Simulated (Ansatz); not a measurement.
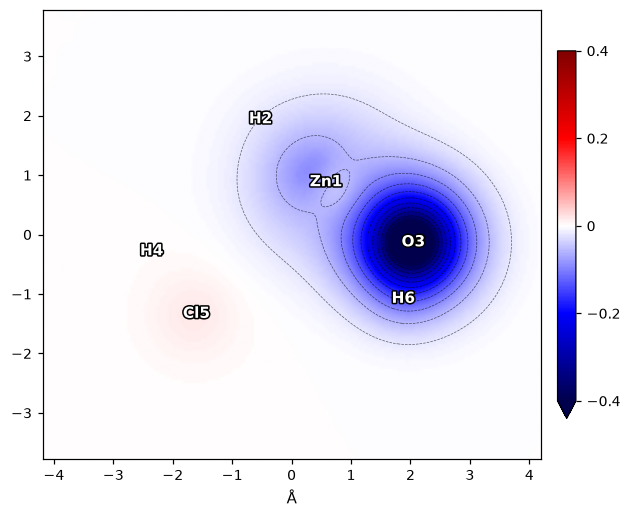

The picture shows: H2OZn···HCl. The HOMO on a plane 0.8 Å above the molecular plane (values in Å⁻³ᐟ²; the overall sign is arbitrary).

These are results of RKS B3LYP/def2-SVP in Ansatz, not measurements.

```xyz
6

Zn   -0.1844   -0.5502    0.8778
H    -0.7946    0.5293    1.7701
O     0.4884   -1.9873    0.0644
H    -0.4132    2.2893   -0.4762
Cl    0.1183    1.5526   -1.3951
H     0.7855   -1.8338   -0.8412
```

Q: Describe this orbital and give its energy.

A: By Hirshfeld shares it lies mainly on O3 (about 85 %) and Zn1 (about 10 %); it changes sign across the molecular plane (π type). Its energy is −7.00 eV.
